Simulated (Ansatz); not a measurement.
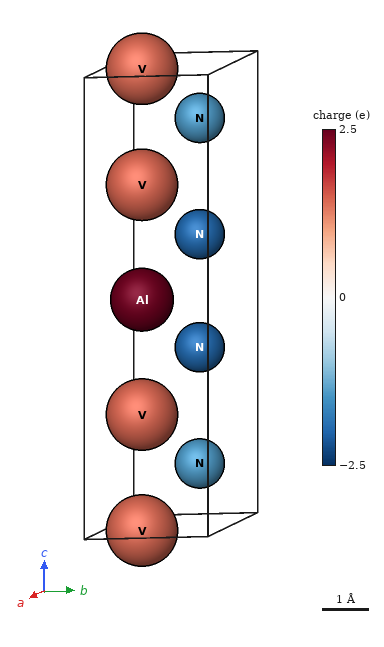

The image is a spheres-only drawing of a crystal, viewed slightly off an axis. The simulation cell is drawn as a box. The atoms of this AlV$_{3}$N$_{4}$ cell are coloured by their Bader charge.

Level of theory and settings: DFT PBE, scalar-relativistic, plane waves, PAW in Ansatz, 420 eV cutoff, an 18×18×4 mesh of k-points, Gaussian smearing of 0.1 eV, no spin polarisation.

Which element is the most positive, and which the most negative?

Answer. Most positive: Al; most negative: N. Charges: about Al +2.4 e; V +1.4 e; N -1.9 to -1.4 e.

It goes back to a structure type filled with these elements by a generator (whether the compound takes this form wasn't checked). Earlier steps of the study may have refined or changed the cell and positions. It was run through Ansatz as a DFT input.
